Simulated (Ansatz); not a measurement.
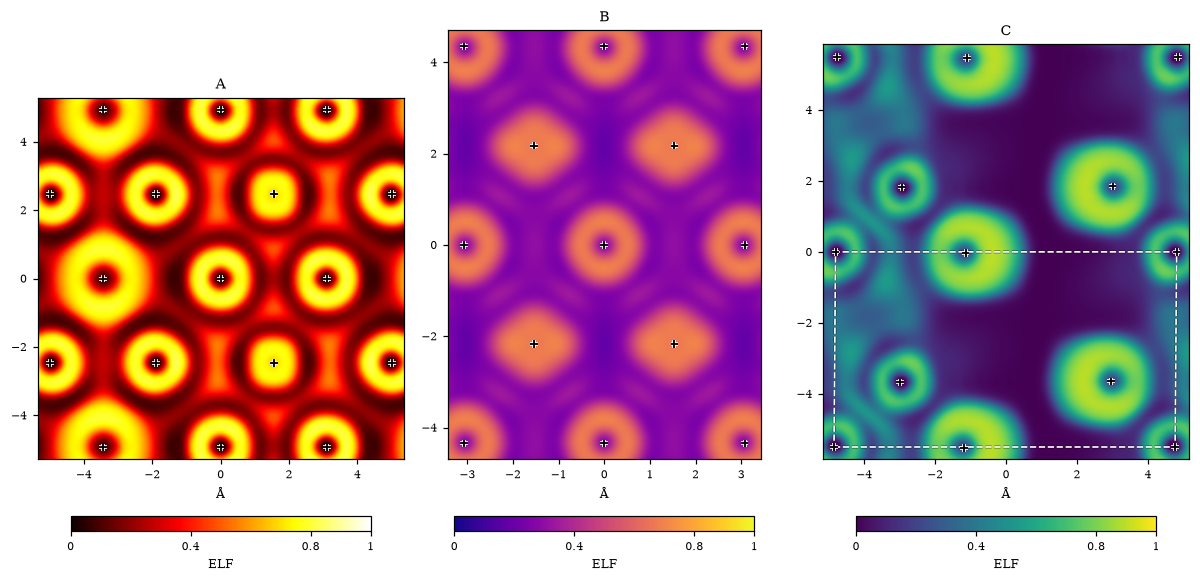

The electron localisation function of 3 systems, each on a plane through atoms (crosses mark nuclei in the plane).

Method: Ansatz, DFT PBE, scalar-relativistic, plane waves, PAW.

System 1: WCl, the (11̄0) plane of the conventional cell. Space group P-1; a generated structure, not necessarily the stable one.

```cif
data_structure
_symmetry_space_group_name_H-M 'P 1'
_symmetry_Int_Tables_number 1
_cell_length_a 3.1756
_cell_length_b 3.1756
_cell_length_c 9.6151
_cell_angle_alpha 89.836
_cell_angle_beta 89.386
_cell_angle_gamma 60.021
_cell_volume 83.99
loop_
_atom_site_label
_atom_site_type_symbol
_atom_site_fract_x
_atom_site_fract_y
_atom_site_fract_z
_atom_site_occupancy
W1 W 0.33692 0.33232 0.40396 1
W2 W 0.66308 0.66768 0.59604 1
Cl1 Cl 0.67722 0.66368 0.21487 1
Cl2 Cl 0.32278 0.33632 0.78513 1
```

System 2: Ir$_{4}$Pt$_{3}$, the (110) plane of the conventional cell. Space group Im-3m; a generated structure, not necessarily the stable one; computed without spin polarisation.

```xyz
14
Lattice="6.1492 0.0000 0.0000 0.0000 6.1492 0.0000 0.0000 0.0000 6.1492" Properties=species:S:1:pos:R:3 pbc="T T T"
Ir    1.5373    1.5373    1.5373
Ir    4.6119    4.6119    4.6119
Ir    1.5373    1.5373    4.6119
Ir    4.6119    4.6119    1.5373
Ir    1.5373    4.6119    1.5373
Ir    4.6119    1.5373    4.6119
Ir    4.6119    1.5373    1.5373
Ir    1.5373    4.6119    4.6119
Pt    3.0746    0.0000    0.0000
Pt    0.0000    3.0746    3.0746
Pt    0.0000    3.0746    0.0000
Pt    3.0746    0.0000    3.0746
Pt    0.0000    0.0000    3.0746
Pt    3.0746    3.0746    0.0000
```

System 3: Zr$_{4}$VSe, the (11̄0) plane of the conventional cell. Space group P4/mmm; a generated structure, not necessarily the stable one; spin-polarised.

Which map belongs to which system?

Panel A is system 3, Zr$_{4}$VSe: the plane holds Zr, V and Se. Zr–Se (2.92 Å): the ELF is about 0.25 at the midpoint; no shared electron pair shows on this line. Panel B is system 2, Ir$_{4}$Pt$_{3}$: the plane holds Ir and Pt. Ir–Pt (2.66 Å): the ELF is about 0.35 at the midpoint; no shared electron pair shows on this line. Panel C is system 1, WCl: the plane holds W and Cl. W–Cl (2.58 Å): the ELF peaks at about 0.85 in the valence shell of Cl, 0.7 Å from its nucleus, and is about 0.25 at the midpoint.
